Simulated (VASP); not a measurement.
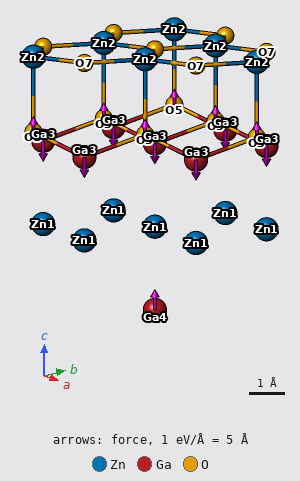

Starting geometry of crystalline Zn2Ga2O3 (a generated structure, set up in P-6m2) with the computed forces as purple arrows. Style: ball-and-stick. Shown: the atoms within 5.0 Å of the atom that moves most (axes of the cell of the calculation), slightly off an axis.

The run lets cell and atoms move.

All numbers below come from Kohn-Sham DFT of a periodic cell, PBE, VASP PAW PBE potentials, recommended (VASP).

Input file:
```
PREC     = Accurate       # precision mode
ENCUT    = 520            # plane-wave cutoff, eV
EDIFF    = 1E-6           # SCF threshold, eV
ISMEAR   = 0              # smearing method
SIGMA    = 0.1            # smearing width, eV
LREAL    = F              # projectors in reciprocal space
LASPH    = T              # aspherical terms in the spheres
NELM     = 120            # most SCF steps
ALGO     = Normal         # electronic algorithm
ISIF     = 3              # what is computed and relaxed
LWAVE    = F              # write WAVECAR
LCHARG   = F              # write CHGCAR
GGA      = PE             # functional
IBRION   = 2              # ionic algorithm
NSW      = 90             # ionic steps
EDIFFG   = -0.01          # ionic threshold
KPAR     = 4
```

Run as
```bash
cat potpaw_PBE.64/Zn/POTCAR potpaw_PBE.64/Ga_d/POTCAR potpaw_PBE.64/O/POTCAR > POTCAR
mpirun -np 4 vasp_std > vasp.out
```

Question: Is this structure relaxed? If not, where do the atoms go?

Answer: It isn't relaxed: the largest force vector, on Ga atoms, is 0.13 eV/Å. The final displacements follow the starting forces only in part (cosine between the two patterns 0.44). The largest moves relative to the cell, 0.20 Å, are those of Ga3 and Ga4. Ga3 goes along −c. Largest moves by element: Ga 0.20 Å, O 0.10 Å. Zn stays in place. Cell: a = b 3.315 → 3.219 Å (−2.9 %), c 10.539 → 11.424 Å (+8.4 %). Volume +2.2 %. Among the contacts that change: Zn2–O5 2.235 → 2.522 Å, Zn2–O7 1.914 → 1.859 Å, Ga3–O5 1.994 → 1.987 Å. Among the angles between lasting bonds that change: Ga3–O5–Ga3 112.4° → 108.2°, O5–Ga3–O5 112.4° → 108.2°. The space group stays P-6m2 (No. 187). The energy falls by 18.6 meV per atom in 18 geometry steps. Largest force component: 0.13 eV/Å at the start, 0.0098 eV/Å at the end. Pressure: 0.99 GPa at the start and −0.02 GPa at the end.

Limits of the set-up: layers or molecules are held without a dispersion correction, so their spacing is unreliable.
